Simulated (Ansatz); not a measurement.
# BSiH4O2F (SMILES O[SiH2]B(O)F): BCCD(T)/def2-SVP

What is the vertical singlet–triplet gap of BSiH4O2F at BCCD(T)/def2-SVP? 

The calculation is run with Ansatz 0.2.0.

127 further runs of the same task are left out: 127 set aside as unsound or not needed. Runs told in other sessions of the task aren't counted.

### 1 The molecule

The species is BSiH4O2F (9 atoms), meant as a singlet with charge 0. SMILES: `O[SiH2]B(O)F`. The coordinates come from a PBE0-D4/def2-TZVP relaxation. This is one conformer, not always the lowest.

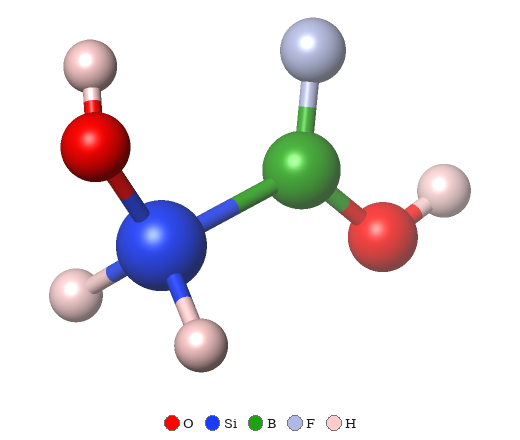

Viewed from a chosen angle; oxygen red, silicon blue, boron green, fluorine light blue, hydrogen pink.

### 2 The energy at BCCD(T)/def2-SVP

Input file molecule.yaml:

```yaml
crystal:
  periodic: [false, false, false]
  atoms:
    - {symbol: O, position_ang: [1.152500, 0.650100, 1.703000]}
    - {symbol: Si, position_ang: [0.837600, -0.439800, 0.500200]}
    - {symbol: B, position_ang: [-0.701500, 0.194000, -0.670900]}
    - {symbol: O, position_ang: [-0.968000, -0.381600, -1.859000]}
    - {symbol: F, position_ang: [-1.488500, 1.196900, -0.250400]}
    - {symbol: H, position_ang: [0.401000, 1.098100, 2.092900]}
    - {symbol: H, position_ang: [2.093300, -0.579800, -0.278100]}
    - {symbol: H, position_ang: [0.493300, -1.781600, 1.056300]}
    - {symbol: H, position_ang: [-1.731300, -0.002600, -2.311100]}
basis:
  gaussian: {orbitals: def2-SVP}
correlation: {method: bccd_t, frozen_orbitals: {B: 1, F: 1, H: 0, O: 1, Si: 5}}
accuracy: high
scf: {omitted_lower_state_checks: [cluster_reference, increment]}
```

The run is started by

```sh
$ ansatz run molecule.yaml --threads 1 --pin off --max-ram 3480MiB --events-out events.jsonl --progress --plain --runs-dir runs
```

Standard output, shortened:

```text
Warning: RAYON_NUM_THREADS=1 ignored (pool sized by the plan → 1); use --threads N
Functional definition: HF
  name "HF"
[...]
2070 factors; integrals over basis functions are off by at most 6.6e-9 eV
[...]
mean field -15373.07375649 eV, -564.9500403075 hartree, gradient 2.3e-8 eV, S^2 0.000000; 0 other end points of the search recorded, 0 dependent functions left out
9 core orbitals not correlated: weight in the atoms' cores, before any rotation towards them, 1.000 or more for the frozen orbitals, at most 0.000 for the correlated occupied ones
reference -15373.07375649 eV, -564.9500403075 hartree; 15, 15 occupied and 70, 70 virtual orbitals, 2070 factors
second order -19.92116068 eV of doubles, -0.00000000 eV of singles
cycle   1  -20.26180591 eV  change   -3.4e-1 eV  update   1.1e-1
[...]
cycle  21  -20.81501341 eV  change    1.3e-9 eV  update   1.4e-9
perturbative correction -0.49785078 eV, -0.0182956785 hartree
Total energy: -15394.38662068 eV, -565.7332736200 hartree
Checks for a lower state left out: cluster_reference, increment
```

Run time: 47 s. Hardware: 1 thread of Arm Neoverse V2, shared host; peak memory 0.85 GiB.

### 3 The triplet

Changes to molecule.yaml since step 2:

```diff
@@ -14,2 +14,3 @@
   gaussian: {orbitals: def2-SVP}
+magnetization: {spin_polarized: true, initial_magnetization: 2}
 correlation: {method: bccd_t, frozen_orbitals: {B: 1, F: 1, H: 0, O: 1, Si: 5}}
```

The run is started by

```sh
$ ansatz run molecule.yaml --threads 1 --pin off --max-ram 3480MiB --events-out events.jsonl --progress --plain --runs-dir runs
```

Standard output, shortened:

```text
Warning: RAYON_NUM_THREADS=1 ignored (pool sized by the plan → 1); use --threads N
[... 2 set-up lines as earlier in the session ...]
[...]
2070 factors; integrals over basis functions are off by at most 6.6e-9 eV
[...]
mean field -15367.52426200 eV, -564.7461001464 hartree, gradient 3.5e-8 eV, S^2 2.010262; 2 other end points of the search recorded, 0 dependent functions left out
9 core orbitals not correlated: weight in the atoms' cores, before any rotation towards them, 1.000 or more for the frozen orbitals, at most 0.000 for the correlated occupied ones
reference -15367.52426200 eV, -564.7461001464 hartree; 16, 14 occupied and 69, 71 virtual orbitals, 2070 factors
second order -19.56045760 eV of doubles, -0.00000000 eV of singles
cycle   1  -19.88725809 eV  change   -3.3e-1 eV  update   1.1e-1
[...]
cycle  36  -20.47672698 eV  change  -4.6e-10 eV  update   2.2e-9
perturbative correction -0.51958337 eV, -0.0190943365 hartree
Total energy: -15388.52057234 eV, -565.5177003197 hartree
Checks for a lower state left out: cluster_reference, increment
```

Run time: 4 min. Hardware: 1 thread of Arm Neoverse V2, shared host; peak memory 1.8 GiB.

### 4 What came out

Level: BCCD(T)/def2-SVP, 9 core orbitals frozen.

| quantity | value |
| --- | --- |
| singlet: total energy | -565.73327 Eh |
| singlet: correlation energy (9 core orbitals frozen) | -783.2 mEh |
| singlet: (T) correction | -18.30 mEh |
| triplet: total energy | -565.51770 Eh |
| triplet: correlation energy (9 core orbitals frozen) | -771.6 mEh |
| triplet: (T) correction | -19.09 mEh |
| triplet: ⟨S²⟩ of the reference determinant | 2.010 |
| vertical energy of the triplet above the singlet | 5.866 eV |

At this shape the triplet lies 5.87 eV (566 kJ/mol) above the singlet. The triples (singlet) make up 2.3 % of the correlation energy. The triples (triplet) make up 2.5 % of the correlation energy.
